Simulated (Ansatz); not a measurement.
**Convergence study of the plane-wave cutoff for V3Pt (Pmm2, 8 atoms in the cell)**

```xyz
8
Lattice="4.7737 0.0000 0.0000 0.0000 4.7737 0.0000 0.0000 0.0000 4.7737" Properties=species:S:1:pos:R:3 pbc="T T T"
V      0.0000     3.5803     2.3869
V      0.0000     1.1934     2.3869
V      3.6303     2.3869     0.0000
V      1.1934     2.3869     0.0000
V      2.3869     0.0000     3.5803
V      2.3869     0.0000     1.1934
Pt     0.0000     0.0000     0.0000
Pt     2.3869     2.3869     2.3869
```

Level of theory: PBEsol, default PAW files made with PBE (plane waves; Ansatz, a quantum-chemistry and plane-wave program).

Base settings: basis.ecutwfc = 420 eV; kpoints.mp_grid.grid = 3 3 3; hamiltonian.xc = pbesol; hamiltonian.pseudopotentials = {kind: paw} (the program's default PAW files); scf.occupations.method = fermi_dirac; scf.occupations.width = 0.1 eV.

The second cell is the first with its lattice scaled by 0.98.

The mesh stays at the base's, so the ladder's end is converged at best in this setting alone.

The first pressure column holds Ansatz's estimate of the finite-basis (Pulay) stress, which hides part of the cutoff error; the other is without it.

Only quantities that move along the ladder and can be compared are tabulated.

The count of work is k-points × plane waves × bands × iterations; it is no time. 

The starting cell comes from a database of computed structures (which also holds hypothetical and non-ambient phases and stackings), without a prior relaxation at this level. Its lattice was rescaled by up to half a per cent. One atom was moved a little off its site on purpose. Spin polarisation is off. Without a gap this mesh is coarse (it stands for a supercell whose shortest vector is 14 Å).

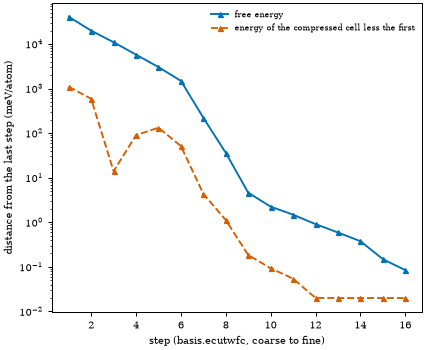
Figure. Distance from the last step along the ladder; very small values are drawn at a floor.

```csv
basis.ecutwfc,free energy less the last step's (meV/atom),energy of the compressed cell less the first (meV/atom),pressure (GPa),pressure without the Pulay estimate (GPa),largest difference of a force vector from the last step's (eV/Å),count of work / last
145 eV,40517.71,-1076.83,-40.81,-1379.24,2.207,0.078
170 eV,19882.29,-564.41,-47.71,-823.12,0.680,0.083
190 eV,10920.60,8.80,-16.53,-519.73,0.684,0.099
210 eV,5744.60,-67.31,-2.40,-315.24,0.833,0.11
230 eV,3030.41,-109.47,-1.94,-190.74,0.465,0.12
250 eV,1481.40,-28.43,1.27,-108.66,0.245,0.12
295 eV,221.08,27.11,-2.34,-25.33,0.021,0.15
335 eV,36.13,21.63,-2.97,-7.51,0.005,0.16
380 eV,4.61,22.94,-2.85,-3.29,0.000,0.23
420 eV,2.24,22.84,-2.86,-2.94,0.000,0.26
460 eV,1.48,22.81,-2.87,-2.93,0.000,0.31
505 eV,0.91,22.77,-2.88,-2.92,0.000,0.35
565 eV,0.59,22.76,-2.89,-2.90,0.000,0.41
630 eV,0.38,22.75,-2.89,-2.90,0.000,0.48
735 eV,0.15,22.75,-2.89,-2.89,0.000,0.62
840 eV,0.08,22.75,-2.89,-2.89,0.000,0.75
1010 eV,0.00,22.75,-2.89,-2.89,0.000,1.0
```

Coarsest basis.ecutwfc that holds the free energy within 5 meV/atom of the last step, with all finer ones: 380 eV, at 0.23 of the last step's count of work; the step before is off by 36 meV/atom.

Coarsest basis.ecutwfc that holds the forces within 0.01 eV/Å of the last step, with all finer ones: 335 eV, at 0.16 of the last step's count of work; the step before is off by 0.021 eV/Å.

Coarsest basis.ecutwfc that holds the pressure within 0.1 GPa of the last step, with all finer ones: 335 eV, at 0.16 of the last step's count of work; the step before is off by 0.54 GPa.

The energy difference between the two cells stays within 1 meV/atom of the last step's from 380 eV on, the total only from 505 eV on: much of the error is common to both cells and cancels.

At the lowest cutoff the pressure without the Pulay estimate lies 1380 GPa under the last step's, the usual sign of Pulay stress in an incomplete plane-wave basis.

Keys are those of Ansatz 0.2.
